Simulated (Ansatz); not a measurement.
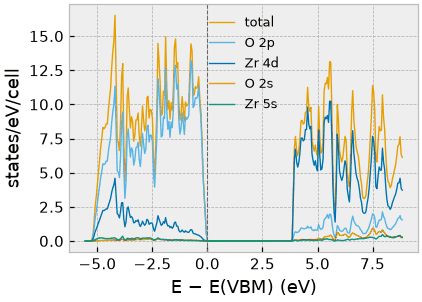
Fig. 1. Total and projected density of states of ZrO2 in space group Pca2_1 (No. 29; Zr on 4a, O on 4a, O on 4a), the program Ansatz at the PBEsol level (PAW)

Q: Which orbitals carry the states next to the gap?

A: Top 1 eV of the valence band: O 2p 92 %. Bottom 1 eV of the conduction band: Zr 4d 86 %, O 2p 10 %. Projections are on Löwdin-orthogonalised atomic valence shells; empty p or d shells of many metals are not among them.

Q: Where is the tallest occupied peak in this window, and what makes it?

A: Near -4.2 eV, about 17 states/eV per cell; the largest projected share is O 2p.

The cell was relaxed with PBEsol under the symmetry of its start. The run is not spin-polarised. Spin–orbit coupling is left out wherever it is not named.

Potentials: the later of the program's two PAW sets.
